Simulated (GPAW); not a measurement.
# MnGe3 (Ge8x111 Mn2 nn): which magnetic order is lowest, part 2 of 2

A self-consistent run ends on one state, which hangs on the start. Several orders of MnGe3 (Ge8x111 Mn2 nn) are started in GPAW and their energies compared.

GPAW 26.7.0; PBE; plane waves with GPAW's PAW setups, scalar-relativistic.

So far. Step 2 (Run 1 (ferro ++)): After 28 cycles the largest moment stands at 2.97 μB.

## Step 3: Run 2 (antiferro +-)

Reversing part of the moments tests the sign of the couplings between them.

Input file order2.py:

```python
import json
import numpy as np
from ase import Atoms
from ase.parallel import paropen, parprint
from gpaw import GPAW

atoms = Atoms(['Mn', 'Mn', 'Ge', 'Ge', 'Ge', 'Ge', 'Ge', 'Ge'],
    cell=[[5.658, 0.0, 0.0],
         [0.0, 5.658, 0.0],
         [0.0, 0.0, 5.658]],
    scaled_positions=[[0.0, 0.0, 0.0],
         [0.25, 0.25, 0.25],
         [0.0, 0.5, 0.5],
         [0.25, 0.75, 0.75],
         [0.5, 0.0, 0.5],
         [0.75, 0.25, 0.75],
         [0.5, 0.5, 0.0],
         [0.75, 0.75, 0.25]],
    pbc=True,
    magmoms=[4.5, -4.5, 0.0, 0.0, 0.0, 0.0, 0.0, 0.0])
atoms.calc = GPAW(mode={'name': 'pw', 'ecut': 450},
    xc='PBE',
    kpts={'size': (5, 5, 5), 'gamma': True},
    occupations={'name': 'fermi-dirac', 'width': 0.05},
    convergence={'density': 1e-05, 'energy': 1e-05},
    maxiter=200,
    mixer={'name': 'pulay', 'beta': 0.05, 'nmaxold': 6, 'weight': 50},
    symmetry={'tolerance': 1e-4},
    txt='order2.txt')
e = atoms.get_potential_energy(force_consistent=True)
res = {'free_energy': e, 'energy_sigma0': atoms.get_potential_energy(), 'fermi_energy': atoms.calc.get_fermi_level()}
res['moments'] = atoms.get_magnetic_moments().tolist()
res['total'] = atoms.get_magnetic_moment()
parprint('site moments (muB):', np.round(res['moments'], 3))
parprint(f"total moment: {res['total']:.3f} muB")
parprint(f'free energy: {e:.6f} eV')
atoms.calc.write('order2.gpw')
with paropen('results.json', 'w') as f:
    json.dump(res, f)
```

Run with:

```sh
OMP_NUM_THREADS=1 mpirun -n 4 gpaw python order2.py > order2.log
```

Numbers of over 12 decimals in the logs are rounded to 6 here.

Output:

```text
site moments (muB): [ 3.26  -3.26   0.044 -0.044  0.044 -0.044  0.044 -0.044]
total moment: 0.000 muB
free energy: -43.088602 eV

--- order2.txt ---
Input parameters:
  mode=PW(ecut=450),
  convergence={'density': 1e-05, 'energy': 1e-05},
  kpts=MonkhorstPack(size=(5, 5, 5), gamma=True),
  maxiter=200,
  mixer=Pulay(name='pulay', nmaxold=6, beta=0.05, weight=50, sigma=0.015, g_ss=None),
  occupations=Occupations(name='fermi-dirac', width=0.05),
  symmetry=Symmetry(tolerance=0.0001),
  xc=XC(name='PBE')

Diagonalizing LCAO Hamiltonian
Converting LCAO to pw mode
    .-------------.
   /|             |
  / |  Ge         |
 *  |             |
 |  |       Ge    |
 | Ge             |
 |  |   Ge    Ge  |
 |  .-------------.
 | / Mn  Ge      /
 |/             /
 Mn------------*

Atoms  # Å, Bohr magnetons
|   | symbol |        x |        y |        z |    initial magnetic moments |
|---|--------|----------|----------|----------|-----------------------------|
| 0 |     Mn | 0.000000 | 0.000000 | 0.000000 | ( 0.0000,  0.0000,  4.5000) |
| 1 |     Mn | 1.414500 | 1.414500 | 1.414500 | ( 0.0000,  0.0000, -4.5000) |
| 2 |     Ge | 0.000000 | 2.829000 | 2.829000 | ( 0.0000,  0.0000,  0.0000) |
| 3 |     Ge | 1.414500 | 4.243500 | 4.243500 | ( 0.0000,  0.0000,  0.0000) |
| 4 |     Ge | 2.829000 | 0.000000 | 2.829000 | ( 0.0000,  0.0000,  0.0000) |
| 5 |     Ge | 4.243500 | 1.414500 | 4.243500 | ( 0.0000,  0.0000,  0.0000) |
| 6 |     Ge | 2.829000 | 2.829000 | 0.000000 | ( 0.0000,  0.0000,  0.0000) |
| 7 |     Ge | 4.243500 | 4.243500 | 1.414500 | ( 0.0000,  0.0000,  0.0000) |

Unit cell  # Å
| periodic |        x |        y |        z |  lengths |    angles |
|----------|----------|----------|----------|----------|-----------|
|      yes | 5.658000 | 0.000000 | 0.000000 | 5.658000 | 90.000000 |
|      yes | 0.000000 | 5.658000 | 0.000000 | 5.658000 | 90.000000 |
|      yes | 0.000000 | 0.000000 | 5.658000 | 5.658000 | 90.000000 |

Number of symmetries: 6

BZ-sampling:
  Number of BZ points: 125
  Number of IBZ points: 19

  Monkhorst-Pack size: [5, 5, 5]
  Monkhorst-Pack shift: [0, 0, 0]

Plane wave coefficients: 3950
Cutoff: 450.000000 eV

Spin-components: 2 (collinear spins)
Bands:           37
Projectors:      42
Spin-degeneracy: 1
Datatype:        complex128

Parallelization:
  kpt:    4
  domain: 1
  band:   1

Density:
  Valence electrons: 54.0
  Components: 2
  Grid points: [28 28 28]
  Charge: 0.0  # |e|

Potential:
  Grid points: [28 28 28]

[... setups left out ...]
Reference energy: -405614.003261  # eV

eigensolver:
  PPCG
  Converge bands: occupied
  niter=2

density mixing:
  Pulay-Mixer
  Linear mixing parameters: 0.05
  Old densities: 6
  Fourier metric: weight=50, sigma=0.015

occupation numbers:
  Fermi-Dirac:
    width: 0.0500  # eV

poisson solver:
  ecut: 3600.000000  # eV

xc functional:
  name: PBE with 2 nearest neighbor stencil

convergence criteria:
- Maximum integral of absolute [dens]ity change: 1e-05 electrons / valence electron
- Maximum [total energy] change in last 3 cyles: 1e-05 eV / valence electron
- Maximum integral of absolute [eigenst]ate change: 4e-08 eV^2 / valence electron
maximum number of iterations: 200

SCF iterations
|iter     |      energy | eigst |  dens |  magmom |
|---------|-------------|-------|-------|---------|
|iter:   1|       0s |  -43.138144 | +0.13 |       |  +0.0000|
|iter:   2|       1s |  -42.889525 | -1.55 | -0.91 |  +0.0000|
|iter:   3|       2s |  -42.820847 | -2.10 | -0.98 |  -0.0000|
|iter:   4|       4s |  -43.114961 | -1.52 | -1.07 |  -0.0000|
|iter:   5|       5s |  -43.058657 | -1.84 | -1.39 |  -0.0000|
|iter:   6|       6s |  -43.051745 | -2.62 | -1.57 |  -0.0000|
|iter:   7|       7s |  -43.057614 | -3.44 | -1.85 |  -0.0000|
|iter:   8|       9s |  -43.066067 | -3.48 | -2.02 |  -0.0000|
|iter:   9|      10s |  -43.069093 | -4.02 | -2.26 |  -0.0000|
|iter:  10|      11s |  -43.071129 | -3.67 | -2.39 |  +0.0000|
[... 12 iterations left out ...]
|iter:  23|      26s |  -43.071587c| -7.17 | -4.09 |  -0.0000|
|iter:  24|      26s |  -43.071587c| -8.16c| -4.44 |  +0.0000|
|iter:  25|      27s |  -43.071587c| -7.92c| -4.54 |  +0.0000|
|iter:  26|      28s |  -43.071587c| -8.32c| -4.72 |  -0.0000|
|iter:  27|      28s |  -43.071587c| -8.80c| -4.81 |  -0.0000|
|iter:  28|      29s |  -43.071587c| -9.31c| -4.83 |  +0.0000|
|iter:  29|      30s |  -43.071587c| -9.44c| -4.85 |  -0.0000|
|iter:  30|      30s |  -43.071587c| -9.57c| -4.85 |  -0.0000|
|iter:  31|      31s |  -43.071587c| -8.62c| -4.88 |  +0.0000|
|iter:  32|      31s |  -43.071587c| -9.08c| -5.04c|  +0.0000|

Converged in 32 steps
Energy contributions relative to reference atoms: (reference = -405614.003261)

Energy contributions:
  Kinetic:          86.717305
  Coulomb:         -76.711710
  Zero:              0.370515
  External:          0.000000
  Xc:              -53.430682
  Entropy:          -0.034031
  Spinorbit:         0.000000
  ----------------------------
  Free energy:     -43.088602
  Extrapolated:    -43.071587

dipole moment: (-31.135315, -31.135315, -31.135315)  # |e|*Ang

Total magnetic moment: (0.000000, 0.000000, 0.000000)

Local magnetic moments
|        x |        y |         z |
|----------|----------|-----------|
| 0.000000 | 0.000000 |  3.259714 |  # Mn   0
| 0.000000 | 0.000000 | -3.259714 |  # Mn   1
| 0.000000 | 0.000000 |  0.044099 |  # Ge   2
| 0.000000 | 0.000000 | -0.044099 |  # Ge   3
| 0.000000 | 0.000000 |  0.044099 |  # Ge   4
| 0.000000 | 0.000000 | -0.044099 |  # Ge   5
| 0.000000 | 0.000000 |  0.044099 |  # Ge   6
| 0.000000 | 0.000000 | -0.044099 |  # Ge   7

Fermi level: 5.010
Eigenvalues  # (at kpt = [0.000, 0.000, 0.000])
| band index |      eig [eV] | occ [0-1] |      eig [eV] | occ [0-1] |
|------------|---------------|-----------|---------------|-----------|
|          0 |       -75.996 |     1.000 |       -75.996 |     1.000 |
|        ... |               |           |               |           |
|         18 |         2.291 |     1.000 |         2.291 |     1.000 |
|         19 |         2.291 |     1.000 |         2.291 |     1.000 |
|         20 |         2.470 |     1.000 |         2.470 |     1.000 |
|         21 |         2.875 |     1.000 |         2.875 |     1.000 |
|         22 |         2.875 |     1.000 |         2.875 |     1.000 |
|         23 |         3.805 |     1.000 |         3.805 |     1.000 |
|         24 |         3.805 |     1.000 |         3.805 |     1.000 |
|         25 |         3.999 |     1.000 |         3.999 |     1.000 |
|         26 |         5.217 |     0.015 |         5.217 |     0.015 |
|         27 |         5.357 |     0.001 |         5.357 |     0.001 |
|         28 |         5.357 |     0.001 |         5.357 |     0.001 |
|         29 |         5.463 |     0.000 |         5.463 |     0.000 |
|         30 |         5.463 |     0.000 |         5.463 |     0.000 |
|         31 |         6.458 |     0.000 |         6.458 |     0.000 |
|         32 |         7.336 |     0.000 |         7.336 |     0.000 |
|         33 |         7.336 |     0.000 |         7.336 |     0.000 |
|        ... |               |           |               |           |
|         36 |         8.376 |     0.000 |         8.376 |     0.000 |

No gap
No difference between direct/indirect transitions
```

The job ended after 37 s (4 MPI ranks of AMD EPYC 9R14 (Zen 4), shared host; peak memory 0.92 GiB).

Spin moment in the augmentation sphere by atom:

```tsv
atom	spin moment in the augmentation sphere (μB)
Mn1	3.26
Mn2	-3.26
Ge3	0.04
Ge4	-0.04
Ge5	0.04
Ge6	-0.04
Ge7	0.04
Ge8	-0.04
```

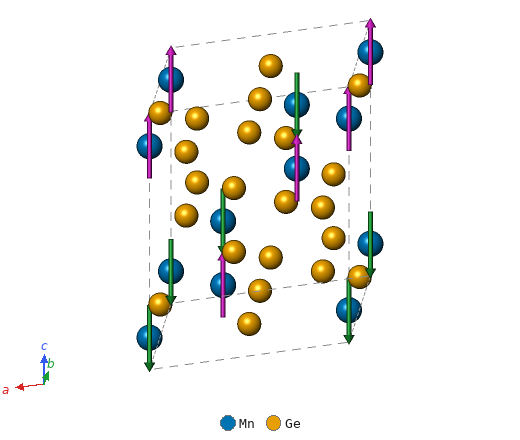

Spin moment in the augmentation sphere as arrows, the longest 3.26 μB. Up and down stand for the sign. Arrows give size and sign along the axis of quantisation, drawn up and down the page. The two directions have two colours. Some periodic images of atoms are drawn too.

Numbers from this step:

```yaml
magnetization: 0 μB
final_state: antiferromagnetic
```

It lies 333 meV a seeded atom under the first start, and its largest moment is 3.26 μB against 2.97 μB.

## Step 4: Ranking

These are free energies at a smearing of 0.05 eV, so its entropy term is in the differences. They are divided by the number of seeded atoms, so that cells of unlike size compare.

Orders:

```tsv
start	final state	typed order kept	energy over the lowest (meV a seeded atom)	largest site moment (μB)	net moment (μB a primitive cell)	mesh matched	CPU time (s)
ferro ++	ferromagnetic	yes	332.5	2.97	6.035	yes	155.6
antiferro +-	antiferromagnetic	yes	0	3.26	0	yes	145.2
```

## Step 5: What came out

```json
{
  "lowest state found": "antiferromagnetic (typed antiferro +-)",
  "largest site moment": "3.26 μB",
  "next state": "ferromagnetic, 333 meV a seeded atom higher"
}
```

**Reading.** The lowest state found is antiferromagnetic, reached from the start antiferro +-, with moments up to 3.26 μB. The next state costs 333 meV a seeded atom. This is the lowest of 2 finished starts, no proof of the ground state.

[Logs and program files are shortened in this print: banners, set-up blocks, solver, clock and traceback lines can be left out without a mark of their own.]

[Logs are printed without paths, hosts, clocks, repeated set-up lines and the standing remarks that a program may print on its own settings, such as how far it seeks lower states.]

[Hosts, paths, dates, database ids (printed as entryN), source tags and the programs' standing remarks are cut or masked in the printed files.]

[Where a cell is said to come from a database of computed structures, the database is the Materials Project.]
